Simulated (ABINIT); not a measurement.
# GaAs (F-43m): G0W0 with ABINIT, start to end, part 2 of 3

Aim: the G0W0 gap of GaAs (F-43m) on PBE, step by step.

ABINIT 10.8.3; PBE and many-body steps on it, plane waves. Known limits of the many-body steps: not at the basis limit; screening runs away on this mesh; no spin-orbit coupling; coarse k mesh.

So far. Step 2 (Ground state): The gap is direct, at Γ.

**3. Bands along the symmetry lines**

Level of this step: DFT, PBE, plane waves, norm-conserving pseudopotentials (ABINIT).

The cheap functional maps the bands first; the places of the edges decide which points the dearer methods must see.

Input file run.abi:

```
acell 3*1.0 Angstrom
rprim 
  0.000000000000 2.826850000000 2.826850000000
  2.826850000000 0.000000000000 2.826850000000
  2.826850000000 2.826850000000 0.000000000000
ntypat 2
znucl 31 33
natom 2
typat 1 2
xred 
  0.000000000000 0.000000000000 0.000000000000
  0.250000000000 0.250000000000 0.250000000000
pp_dirpath "pseudos"
pseudos "Ga.upf, As.upf"
ecut 45
iscf -2
irdden 1
kptopt 0
nkpt 50
kpt 
  0.00000000 0.00000000 0.00000000
  -0.06250000 -0.06250000 0.00000000
  -0.12500000 -0.12500000 0.00000000
  -0.18750000 -0.18750000 0.00000000
  -0.25000000 -0.25000000 0.00000000
  -0.31250000 -0.31250000 0.00000000
  -0.37500000 -0.37500000 0.00000000
  -0.43750000 -0.43750000 0.00000000
  -0.50000000 -0.50000000 0.00000000
  -0.48437500 -0.48437500 0.03125000
  -0.46875000 -0.46875000 0.06250000
  -0.45312500 -0.45312500 0.09375000
  -0.43750000 -0.43750000 0.12500000
  -0.42187500 -0.42187500 0.15625000
  -0.40625000 -0.40625000 0.18750000
  -0.39062500 -0.39062500 0.21875000
  -0.37500000 -0.37500000 0.25000000
  -0.37500000 0.00000000 0.37500000
  -0.32812500 0.00000000 0.32812500
  -0.28125000 0.00000000 0.28125000
  -0.23437500 0.00000000 0.23437500
  -0.18750000 0.00000000 0.18750000
  -0.14062500 0.00000000 0.14062500
  -0.09375000 0.00000000 0.09375000
  -0.04687500 0.00000000 0.04687500
  0.00000000 0.00000000 0.00000000
  0.00000000 0.00000000 0.06250000
  0.00000000 0.00000000 0.12500000
  0.00000000 0.00000000 0.18750000
  0.00000000 0.00000000 0.25000000
  0.00000000 0.00000000 0.31250000
  0.00000000 0.00000000 0.37500000
  0.00000000 0.00000000 0.43750000
  -0.00000000 -0.00000000 0.50000000
  -0.06250000 -0.03125000 0.46875000
  -0.12500000 -0.06250000 0.43750000
  -0.18750000 -0.09375000 0.40625000
  -0.25000000 -0.12500000 0.37500000
  -0.31250000 -0.15625000 0.34375000
  -0.37500000 -0.18750000 0.31250000
  -0.43750000 -0.21875000 0.28125000
  -0.50000000 -0.25000000 0.25000000
  -0.50000000 -0.28125000 0.21875000
  -0.50000000 -0.31250000 0.18750000
  -0.50000000 -0.34375000 0.15625000
  -0.50000000 -0.37500000 0.12500000
  -0.50000000 -0.40625000 0.09375000
  -0.50000000 -0.43750000 0.06250000
  -0.50000000 -0.46875000 0.03125000
  -0.50000000 -0.50000000 0.00000000
istwfk *1
nband 29
nbdbuf 2
tolwfr 1e-08
nstep 40
prtwf 0
prtvol 0
indata_prefix "in"
outdata_prefix "out"
tmpdata_prefix "tmp"
```

Run with:

```sh
$ OMP_NUM_THREADS=1 mpirun -n 4 abinit run.abi > log
```

Numbers of over 12 decimals in the logs are rounded to 6 here.

What it wrote:

```text
.Version 10.8.3 of ABINIT. v10.8.2 released Aug 2026.

 Symmetries : space group F-4 3 m (#216); Bravais cF (face-center cubic)
[... echo of the input left out ...]
== DATASET  1 ==================================================================
-   mpi_nproc: 4, omp_nthreads: 1 (-1 if OMP is not activated)

--- !DatasetInfo
iteration_state: {dtset: 1, }
dimensions: {natom: 2, nkpt: 50, mband: 29, nsppol: 1, nspinor: 1, nspden: 1, mpw: 4477, }
cutoff_energies: {ecut:  45.0, pawecutdg:  -1.0, }
electrons: {nelect:   4.40000000E+01, charge:   0.00000000E+00, occopt:   1.00000000E+00, tsmear:   1.00000000E-02, }

 Real(R)+Recip(G) space primitive vectors, cartesian coordinates (Bohr,Bohr^-1):
 R(1)=  0.0000000  5.3419723  5.3419723  G(1)= -0.0935984  0.0935984  0.0935984
 R(2)=  5.3419723  0.0000000  5.3419723  G(2)=  0.0935984 -0.0935984  0.0935984
 R(3)=  5.3419723  5.3419723  0.0000000  G(3)=  0.0935984  0.0935984 -0.0935984
 Unit cell volume ucvol=  3.0488418E+02 bohr^3
 Angles (23,13,12)=  6.00000000E+01  6.00000000E+01  6.00000000E+01 degrees

 getcut: wavevector=  0.0000  0.0000  0.0000  ngfft=  48  48  48
         ecut(hartree)=     45.000   => boxcut(ratio)=   2.10404

--- Pseudopotential description ------------------------------------------------
- Ga Generated using ONCVPSP code by D. R. Hamann
- 31.00000  21.00000  171031                  znucl, zion, pspdat
12 -101130 2 -1 1902                          pspcod,pspxc,lmax,lloc,mmax
     nproj     2     2     2
  pspatm : epsatm=   21.85474337
         --- l  ekb(1:nproj) -->
             0    4.962806   -1.220223
             1   -5.679278   -1.350476
             2  -10.596651   -3.839775
 pspatm: atomic psp has been read  and splines computed

- As Generated using ONCVPSP code by D. R. Hamann
- 33.00000  23.00000  171031                  znucl, zion, pspdat
12 -101130 2 -1 1358                          pspcod,pspxc,lmax,lloc,mmax
     nproj     2     2     2
  pspatm : epsatm=   24.77333152
         --- l  ekb(1:nproj) -->
[...]
pspatm: atomic psp has been read  and splines computed

--------------------------------------------------------------------------------

================================================================================
 prteigrs : about to open file out_EIG
 Non-SCF case, kpt    1 (  0.00000  0.00000  0.00000), residuals and eigenvalues=
  7.95E-09  4.10E-09  8.72E-10  4.22E-09  1.87E-09  2.51E-09  6.84E-09  4.92E-09
  4.52E-09  6.80E-09  5.31E-09  1.63E-09  2.65E-09  3.05E-09  6.31E-09  5.72E-09
  3.83E-09  3.66E-09  7.04E-09  2.25E-09  2.99E-09  6.38E-09  8.69E-09  9.63E-09
  3.50E-09  7.40E-09  6.12E-09  1.08E-06  2.68E-05
 -6.5841E+00 -5.0788E+00 -4.5024E+00 -4.5024E+00 -4.5024E+00 -3.2656E+00
 -3.2656E+00 -3.2656E+00 -1.0842E+00 -1.0842E+00 -1.0842E+00 -1.0838E+00
 -1.0838E+00 -3.3685E-01 -3.3685E-01 -3.3685E-01 -3.3402E-01 -3.3402E-01
[...]
1.73E-09  1.85E-09  3.51E-09  1.38E-07  1.65E-05
[...]
Non-SCF case, kpt    3 ( -0.12500 -0.12500  0.00000), residuals and eigenvalues=
[...]
Non-SCF case, kpt   49 ( -0.50000 -0.46875  0.03125), residuals and eigenvalues=
[...]
Non-SCF case, kpt   50 ( -0.50000 -0.50000  0.00000), residuals and eigenvalues=
[...]
-1.0837E+00 -3.4072E-01 -3.3464E-01 -3.3464E-01 -3.3460E-01 -3.3301E-01
 -1.6768E-01 -4.2359E-02  1.0989E-01  1.0989E-01  2.6225E-01  2.6928E-01
[...]
--- !ResultsGS
iteration_state: {dtset: 1, }
comment   : Summary of ground state results
lattice_vectors:
- [  0.0000000,   5.3419723,   5.3419723, ]
- [  5.3419723,   0.0000000,   5.3419723, ]
- [  5.3419723,   5.3419723,   0.0000000, ]
lattice_lengths: [   7.55469,    7.55469,    7.55469, ]
lattice_angles: [ 60.000,  60.000,  60.000, ] # degrees, (23, 13, 12)
lattice_volume:   3.0488418E+02
convergence: {deltae:  0.000E+00, res2:  0.000E+00, residm:  9.967E-09, diffor:  0.000E+00, }
etotal    :  -5.53587247E+02
entropy   :   0.00000000E+00
fermie    :   2.08235878E-01
cartesian_stress_tensor: null
pressure_GPa: null
xred      :
- [  0.0000E+00,   0.0000E+00,   0.0000E+00, Ga]
- [  2.5000E-01,   2.5000E-01,   2.5000E-01, As]
cartesian_forces: null
force_length_stats: {min: null, max: null, mean: null, }

 Integrated electronic density in atomic spheres:
 ------------------------------------------------
 Atom  Sphere_radius  Integrated_density
[...]
================================================================================

 ----iterations are completed or convergence reached----

 Mean square residual over all n,k,spin=   48.042E-10; max=  99.673E-10
 reduced coordinates (array xred) for    2 atoms
       0.000000000000      0.000000000000      0.000000000000
       0.250000000000      0.250000000000      0.250000000000

 cartesian coordinates (angstrom) at end:
    1      0.000000     0.000000     0.000000
    2      1.413425     1.413425     1.413425
 length scales=  1.889726125908  1.889726125908  1.889726125908 bohr
              =  1.000000000000  1.000000000000  1.000000000000 angstroms
 prteigrs : about to open file out_EIG
 Eigenvalues (hartree) for nkpt=  50  k points:
 kpt#   1, nband= 29, wtk=  1.00000, kpt=  0.0000  0.0000  0.0000 (reduced coord)
[...]
kpt#   2, nband= 29, wtk=  1.00000, kpt= -0.0625 -0.0625  0.0000 (reduced coord)
[...]
kpt#   3, nband= 29, wtk=  1.00000, kpt= -0.1250 -0.1250  0.0000 (reduced coord)
[...]
kpt#  49, nband= 29, wtk=  1.00000, kpt= -0.5000 -0.4687  0.0313 (reduced coord)
[...]
0.57609    0.57670    0.61192    0.68199    0.70271
 kpt#  50, nband= 29, wtk=  1.00000, kpt= -0.5000 -0.5000  0.0000 (reduced coord)
[...]
-1.08414   -1.08402   -1.08402   -1.08377   -1.08368   -0.34072   -0.33464   -0.33464
  -0.33460   -0.33301   -0.16768   -0.04236    0.10989    0.10989    0.26225    0.26928
   0.58231    0.58231    0.61197    0.69814    0.70285

== END DATASET(S) ==============================================================
================================================================================

 -outvars: echo values of variables after computation  --------
            nband          29
             nkpt          50
          spgroup         216
 [... the other variables as echoed above ...]

 Calculation completed.
```

Run time: 29 s. Hardware: 4 MPI ranks of Arm Neoverse V1, shared host; peak memory 0.36 GiB.

Numbers from this step:

* gap: 0.5078 eV
* k of the valence top: 0, 0, 0
* k of the conduction bottom: 0, 0, 0
* least direct gap: 0.5078 eV

The gap is 0.508 eV, as in the run before at this level.

The electronic bands at the labelled points (eV, zero at the top of the highest filled band):

| point | band 19 | band 20 | band 21 | band 22 | band 23 | band 24 | band 25 | band 26 |
| --- | --- | --- | --- | --- | --- | --- | --- | --- |
| Γ | -12.73 | 0.00 | 0.00 | 0.00 | 0.51 | 3.74 | 3.74 | 3.74 |
| X | -10.23 | -6.82 | -2.68 | -2.68 | 1.47 | 1.66 | 10.18 | 10.18 |
| U | -10.27 | -6.63 | -3.86 | -2.26 | 1.97 | 4.64 | 7.96 | 8.07 |
| jump to K | -10.27 | -6.63 | -3.86 | -2.26 | 1.97 | 4.64 | 7.96 | 8.07 |
| Γ | -12.73 | 0.00 | 0.00 | 0.00 | 0.51 | 3.74 | 3.74 | 3.74 |
| L | -10.97 | -6.64 | -1.14 | -1.14 | 1.00 | 4.65 | 4.65 | 7.76 |
| W | -10.17 | -6.63 | -3.53 | -3.34 | 4.62 | 4.73 | 5.42 | 6.05 |
| X | -10.23 | -6.82 | -2.68 | -2.68 | 1.47 | 1.66 | 10.18 | 10.18 |

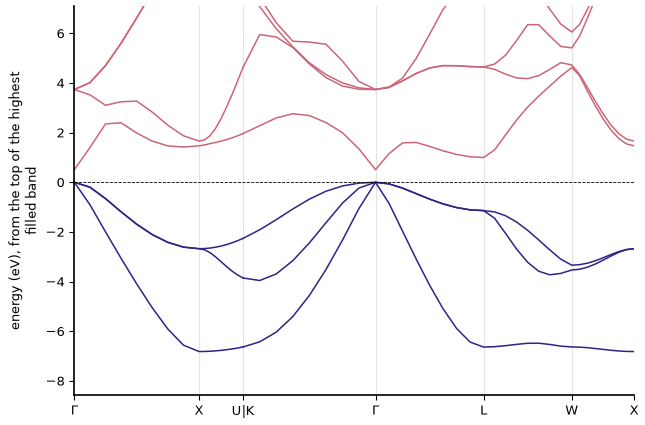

Electronic bands along the path; lines of filled and empty bands in two colours.

**4. Empty states on the mesh, 4×4×4 mesh, 119 bands**

The sums over transitions need many empty states on a uniform mesh; this step solves for them.

Input file run.abi:

```
acell 3*1.0 Angstrom
rprim 
  0.000000000000 2.826850000000 2.826850000000
  2.826850000000 0.000000000000 2.826850000000
  2.826850000000 2.826850000000 0.000000000000
ntypat 2
znucl 31 33
natom 2
typat 1 2
xred 
  0.000000000000 0.000000000000 0.000000000000
  0.250000000000 0.250000000000 0.250000000000
pp_dirpath "pseudos"
pseudos "Ga.upf, As.upf"
ecut 45
ngkpt 4 4 4
nshiftk 1
shiftk 0 0 0
kptopt 1
chksymbreak 0
iscf -2
irdden 1
istwfk *1
nband 119
nbdbuf 10
tolwfr 1e-09
nstep 60
prtvol 0
indata_prefix "in"
outdata_prefix "out"
tmpdata_prefix "tmp"
```

What it wrote:

```text
.Version 10.8.3 of ABINIT. v10.8.2 released Aug 2026.

 Symmetries : space group F-4 3 m (#216); Bravais cF (face-center cubic)
[... echo of the input left out ...]
== DATASET  1 ==================================================================
-   mpi_nproc: 4, omp_nthreads: 1 (-1 if OMP is not activated)

--- !DatasetInfo
iteration_state: {dtset: 1, }
dimensions: {natom: 2, nkpt: 8, mband: 119, nsppol: 1, nspinor: 1, nspden: 1, mpw: 4477, }
cutoff_energies: {ecut:  45.0, pawecutdg:  -1.0, }
electrons: {nelect:   4.40000000E+01, charge:   0.00000000E+00, occopt:   1.00000000E+00, tsmear:   1.00000000E-02, }

 Real(R)+Recip(G) space primitive vectors, cartesian coordinates (Bohr,Bohr^-1):
 R(1)=  0.0000000  5.3419723  5.3419723  G(1)= -0.0935984  0.0935984  0.0935984
 R(2)=  5.3419723  0.0000000  5.3419723  G(2)=  0.0935984 -0.0935984  0.0935984
 R(3)=  5.3419723  5.3419723  0.0000000  G(3)=  0.0935984  0.0935984 -0.0935984
 Unit cell volume ucvol=  3.0488418E+02 bohr^3
 Angles (23,13,12)=  6.00000000E+01  6.00000000E+01  6.00000000E+01 degrees

 getcut: wavevector=  0.0000  0.0000  0.0000  ngfft=  48  48  48
         ecut(hartree)=     45.000   => boxcut(ratio)=   2.10404

--- Pseudopotential description ------------------------------------------------
- Ga Generated using ONCVPSP code by D. R. Hamann
- 31.00000  21.00000  171031                  znucl, zion, pspdat
12 -101130 2 -1 1902                          pspcod,pspxc,lmax,lloc,mmax
     nproj     2     2     2
  pspatm : epsatm=   21.85474337
         --- l  ekb(1:nproj) -->
             0    4.962806   -1.220223
             1   -5.679278   -1.350476
             2  -10.596651   -3.839775
 pspatm: atomic psp has been read  and splines computed

- As Generated using ONCVPSP code by D. R. Hamann
- 33.00000  23.00000  171031                  znucl, zion, pspdat
12 -101130 2 -1 1358                          pspcod,pspxc,lmax,lloc,mmax
     nproj     2     2     2
  pspatm : epsatm=   24.77333152
         --- l  ekb(1:nproj) -->
[...]
pspatm: atomic psp has been read  and splines computed

--------------------------------------------------------------------------------

================================================================================
 prteigrs : about to open file out_EIG
 Non-SCF case, kpt    1 (  0.00000  0.00000  0.00000), residuals and eigenvalues=
  2.36E-10  8.93E-10  7.38E-11  9.95E-11  6.90E-11  9.72E-11  1.04E-10  1.06E-10
  7.48E-10  6.00E-10  5.34E-10  4.54E-10  8.22E-10  1.21E-10  1.08E-10  7.51E-11
  2.42E-10  2.67E-10  2.67E-10  6.90E-10  4.67E-10  8.19E-10  6.93E-10  3.38E-10
[...]
3.38E-09  3.81E-08  1.26E-07  3.97E-07  2.33E-06  1.84E-04  1.01E-03
 -6.5841E+00 -5.0788E+00 -4.5024E+00 -4.5024E+00 -4.5024E+00 -3.2656E+00
 -3.2656E+00 -3.2656E+00 -1.0842E+00 -1.0842E+00 -1.0842E+00 -1.0838E+00
 -1.0838E+00 -3.3685E-01 -3.3685E-01 -3.3685E-01 -3.3402E-01 -3.3402E-01
[...]
3.1199E+00  3.1836E+00  3.1836E+00  3.1836E+00  3.2325E+00  3.2325E+00
  3.2325E+00  3.2671E+00  3.2671E+00  3.2671E+00  3.2713E+00  3.2713E+00
  3.3183E+00  3.3183E+00  3.3183E+00  3.3609E+00  3.3825E+00
 prteigrs : prtvol=0 or 1, do not print more k-points.

--- !ResultsGS
iteration_state: {dtset: 1, }
comment   : Summary of ground state results
lattice_vectors:
- [  0.0000000,   5.3419723,   5.3419723, ]
- [  5.3419723,   0.0000000,   5.3419723, ]
- [  5.3419723,   5.3419723,   0.0000000, ]
lattice_lengths: [   7.55469,    7.55469,    7.55469, ]
lattice_angles: [ 60.000,  60.000,  60.000, ] # degrees, (23, 13, 12)
lattice_volume:   3.0488418E+02
convergence: {deltae:  0.000E+00, res2:  0.000E+00, residm:  9.944E-10, diffor:  0.000E+00, }
etotal    :  -5.53587247E+02
entropy   :   0.00000000E+00
fermie    :   2.08235878E-01
cartesian_stress_tensor: null
pressure_GPa: null
xred      :
- [  0.0000E+00,   0.0000E+00,   0.0000E+00, Ga]
- [  2.5000E-01,   2.5000E-01,   2.5000E-01, As]
cartesian_forces: null
force_length_stats: {min: null, max: null, mean: null, }

 Integrated electronic density in atomic spheres:
 ------------------------------------------------
 Atom  Sphere_radius  Integrated_density
[...]
================================================================================

 ----iterations are completed or convergence reached----

 Mean square residual over all n,k,spin=   41.853E-11; max=  99.438E-11
 reduced coordinates (array xred) for    2 atoms
       0.000000000000      0.000000000000      0.000000000000
       0.250000000000      0.250000000000      0.250000000000

 cartesian coordinates (angstrom) at end:
    1      0.000000     0.000000     0.000000
    2      1.413425     1.413425     1.413425
 length scales=  1.889726125908  1.889726125908  1.889726125908 bohr
              =  1.000000000000  1.000000000000  1.000000000000 angstroms
 prteigrs : about to open file out_EIG
 Eigenvalues (hartree) for nkpt=   8  k points:
 kpt#   1, nband=119, wtk=  0.01563, kpt=  0.0000  0.0000  0.0000 (reduced coord)
[...]
3.02196    3.05490    3.11383    3.11383    3.11383    3.11989    3.11989    3.18360
   3.18360    3.18360    3.23255    3.23255    3.23255    3.26712    3.26712    3.26712
   3.27129    3.27129    3.31827    3.31827    3.31827    3.36094    3.38255
 prteigrs : prtvol=0 or 1, do not print more k-points.

== END DATASET(S) ==============================================================
================================================================================

 -outvars: echo values of variables after computation  --------
            nband         119
             nkpt           8
          spgroup         216
 [... the other variables as echoed above ...]

 Calculation completed.
```

It took 32 s on 4 MPI ranks; peak memory 0.35 GiB.

This step gave:

| Property | Result |
| --- | --- |
| gap | 0.5078 eV |
| k of the valence top | 0, 0, 0 |
| k of the conduction bottom | 0, 0, 0 |
| least direct gap | 0.5078 eV |
| k points computed | 8 |
| lowest point of the top converged band, above the valence top | 79.6681 eV |

On this mesh the gap is 0.508 eV.

**5. Screening, 4×4×4 mesh, 109 bands, screening to 149.7 eV**

The RPA dielectric matrix is built and inverted for each q.

This step: RPA screening on PBE, plane waves, norm-conserving pseudopotentials.

run.abi, as its differences from that of step 4:

```diff
@@ -20,10 +20,11 @@
 chksymbreak 0
-iscf -2
-irdden 1
 istwfk *1
-nband 119
-nbdbuf 10
-tolwfr 1e-09
-nstep 60
-prtvol 0
+occopt 1
+irdwfk 1
+optdriver 3
+nband 109
+ecuteps 5.5
+inclvkb 2
+awtr 1
+symchi 1
 indata_prefix "in"
```

What it wrote:

```text
.Version 10.8.3 of ABINIT. v10.8.2 released Aug 2026.

 Symmetries : space group F-4 3 m (#216); Bravais cF (face-center cubic)
[... echo of the input left out ...]
== DATASET  1 ==================================================================
-   mpi_nproc: 4, omp_nthreads: 1 (-1 if OMP is not activated)

--- !DatasetInfo
iteration_state: {dtset: 1, }
dimensions: {natom: 2, nkpt: 8, mband: 109, nsppol: 1, nspinor: 1, nspden: 1, mpw: 4477, }
cutoff_energies: {ecut:  45.0, pawecutdg:  -1.0, }
electrons: {nelect:   4.40000000E+01, charge:   0.00000000E+00, occopt:   1.00000000E+00, tsmear:   1.00000000E-02, }

 SCREENING: Calculation of the susceptibility and dielectric matrices

 Based on a program developped by R.W. Godby, V. Olevano, G. Onida, and L. Reining.
 Incorporated in ABINIT by V. Olevano, G.-M. Rignanese, and M. Torrent.
.Using double precision arithmetic ; gwpc =  8

[... cell and pseudopotentials left out ...]
--------------------------------------------------------------------------------

 ==== K-mesh for the wavefunctions ====
 Number of points in the irreducible wedge :     8
[... list of points left out ...]
 Together with 24 symmetry operations and time-reversal symmetry
 yields    64 points in the full Brillouin Zone.

 ==== Q-mesh for the screening function ====
 Number of points in the irreducible wedge :     8
[... list of points left out ...]
 Together with 24 symmetry operations and time-reversal symmetry
 yields    64 points in the full Brillouin Zone.

 setmesh: FFT mesh size selected  =    32x   32x   32
          total number of points  =        32768

 vcoul_init : cutoff-mode = AUXILIARY_FUNCTION
 q-points for optical limit:   1
     1)      0.000010    0.000020    0.000030

- screening: taking advantage of time-reversal symmetry
- Maximum band index for partially occupied states nbvw = 22
- Remaining bands to be divided among processors   nbcw = 87
- Number of bands treated by each node ~21

 Number of electrons calculated from density =   44.0000; Expected =   44.0000
 average of density, n =  0.144317
 r_s =    1.1827
 omega_plasma =   36.6450 [eV]

 calculating chi0 at frequencies [eV] :
  1    0.000000E+00    0.000000E+00
  2    0.000000E+00    3.664498E+01

--------------------------------------------------------------------------------
  q-point number  1        q = ( 0.000000, 0.000000, 0.000000) [r.l.u.]
--------------------------------------------------------------------------------
[... chi0 elements left out ...]
 For q-point:  0.000010 0.000020 0.000030
  dielectric constant = 140.5746
  dielectric constant without local fields = 149.5615

  Average fulfillment of the sum rule on Im[epsilon] for q-point    1 :     33.41  [%]
[... wings left out ...]
  q-point number  2        q = ( 0.250000, 0.000000, 0.000000) [r.l.u.]
--------------------------------------------------------------------------------
[... chi0 elements left out ...]
  Average fulfillment of the sum rule on Im[epsilon] for q-point    2 :     39.21  [%]

 [... 6 further q-points ...]
```

Run time: 48 s. Hardware: 4 MPI ranks; peak memory 1.1 GiB; 3.2 min of CPU time.

Numbers from this step:

```
ε∞ with local fields, on this mesh, along the program's q direction : 140.6
the same without local fields                                       : 149.6
plasma frequency                                                    : 36.65 eV
plane waves in the screening matrix                                 : 169
```

Local fields lower ε∞ by 6 %. The value itself is an artefact of the mesh, where one narrow direct gap carries too much weight.

(Continued in part 3 of 3.)

[Paths, hosts, dates, memory and timing lines, banners, echoed tables and standing remarks are left out of the program output.]

[Logs are printed without paths, hosts, clocks, repeated set-up lines and the standing remarks that a program may print on its own settings, such as how far it seeks lower states.]

[Runs of the session that timed out or met a known fault of the program may be left out.]

[Hosts, paths, dates, database ids (printed as entryN), source tags and the programs' standing remarks are cut or masked in the printed files.]

[G0W0 gaps are taken among the corrected bands and points alone; a level outside them can change the order at an edge.]

[Where Ansatz stands beside ABINIT at settings called matched, ABINIT's density can come from a denser mesh and the files from another edition; pairs whose starting gaps differed by over 0.03 eV were left out, so agreement reads better than it is.]
